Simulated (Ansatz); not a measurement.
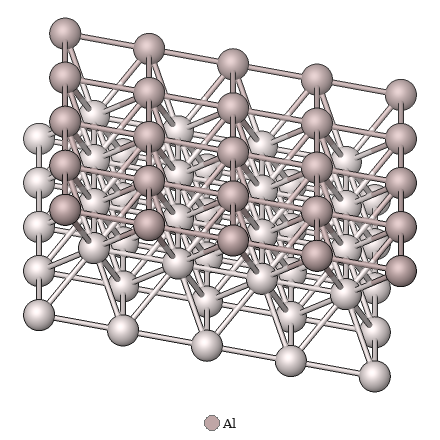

The system is Al on an Al(100) slab cut from the Fm-3m phase, its upper half relaxed before the scan (12 atoms of substrate and one adsorbate in a 2 × 2 cell); the picture shows it without the atoms that are moved over the map. Al is moved over the surface cell; relaxed at each place: the height of the adsorbate's atoms; substrate rigid; the origin of the map has the adsorbate above Al9. Places are given modulo a cell vector. The map is drawn in real space over the plane of the surface. The grid has 6 × 6 points; 10 points were computed and 26 follow by symmetry. Places are given in fractions of the 1 × 1 surface cell. Energies: eV, counted from the lowest grid point. These are results of Ansatz 0.2.0, DFT PBE, scalar-relativistic, plane waves, PAW, not measurements. Settings: cutoff 420 eV, k-mesh 5×5×1, gaussian smearing 0.1 eV, no spin polarisation.

Range: position of Al13 along the first surface vector from 0.000 to 0.833; position of Al13 along the second surface vector from 0.000 to 0.833.

Question: What will the energy surface look like?

Answer: The lowest grid point is at a fourfold hollow over a second-layer Al atom, (3/6, 3/6) of the cell vectors. It is the only kind of minimum in the scanned range. The highest grid point, the top site over a surface Al atom, (0/6, 0/6) of the cell vectors, lies 0.81 eV above the lowest. On the interpolated surface the easiest way out of the lowest well to its copy in the next cell or period passes a barrier of about 0.47 eV. At the lowest point the adsorbate has 4 Al at 2.74 Å as nearest neighbours, at the highest 1 Al at 2.63 Å. Its relaxed height above the top atom is 1.85 Å at the lowest and 2.63 Å at the highest point.

```tsv
second ↓, first →	0/6	1/6	2/6	3/6	4/6	5/6
5/6	0.75	0.69	0.52	0.40	0.52	0.69
4/6	0.59	0.52	0.33	0.19	0.33	0.52
3/6	0.47	0.40	0.19	0.00	0.19	0.40
2/6	0.59	0.52	0.33	0.19	0.33	0.52
1/6	0.75	0.69	0.52	0.40	0.52	0.69
0/6	0.81	0.75	0.59	0.47	0.59	0.75
```

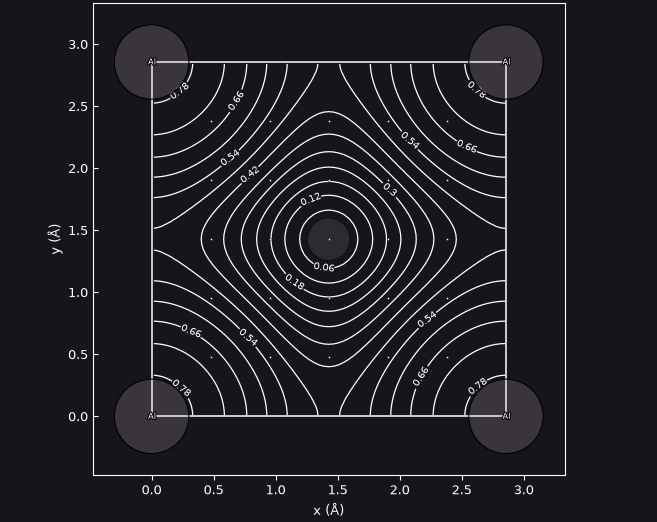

Drawn: contour lines labelled in eV, dots at the grid points, labelled circles for the atoms of the top layer and small ones for the second layer, the outline of one cell of the plane. Between grid points the surface is interpolated.

The whole map (10 points run) took 3.9 min on 4 threads of Arm Neoverse N1, with other jobs on the host.

PAW datasets: the set soft_1.
